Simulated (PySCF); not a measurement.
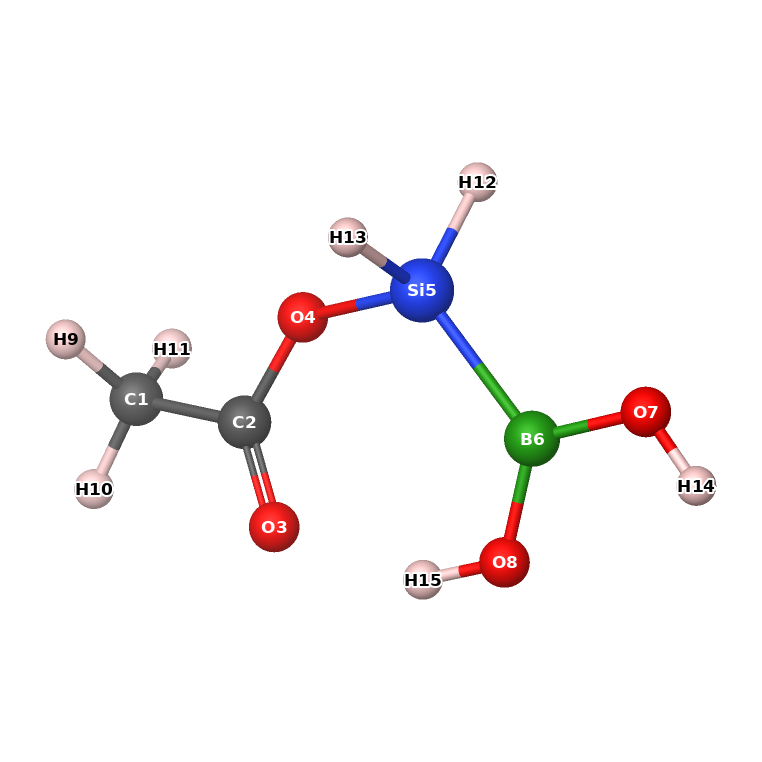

The computed structure is the end point of a GFN2-xTB optimisation. No frequency run is at hand to confirm it as a minimum. Electric field gradients from the ground-state density, PBE0/pcSseg-1 (PySCF 2.14.0), non-relativistic apart from any core potentials.

Give the largest field-gradient component, the quadrupole coupling constant and the asymmetry for 17O at O3 (Q = −25.6 mb), 17O at O4 (Q = −25.6 mb), 11B at B6 (Q = 40.59 mb), 17O at O7 (Q = −25.6 mb), 17O at O8 (Q = −25.6 mb), 2H at H9 (Q = 2.86 mb), 2H at H10 (Q = 2.86 mb), 2H at H11 (Q = 2.86 mb), 2H at H12 (Q = 2.86 mb).

| atom | V_zz (a.u.) | e²qQ/h (MHz) | η |
| --- | --- | --- | --- |
| O3 | −1.585 | 9.54 | 0.02 |
| O4 | 1.422 | −8.56 | 0.22 |
| B6 | 0.331 | 3.16 | 0.14 |
| O7 | 1.413 | −8.50 | 0.04 |
| O8 | 1.114 | −6.70 | 0.04 |
| H9 | 0.312 | 0.210 | 0.04 |
| H10 | 0.313 | 0.210 | 0.02 |
| H11 | 0.313 | 0.210 | 0.04 |
| H12 | 0.159 | 0.107 | 0.03 |

The geometry is semi-empirical. Around B, Si such bond lengths and angles can be off by a tenth of an ångström or more and by several degrees, and values that hang on the shape move with them.
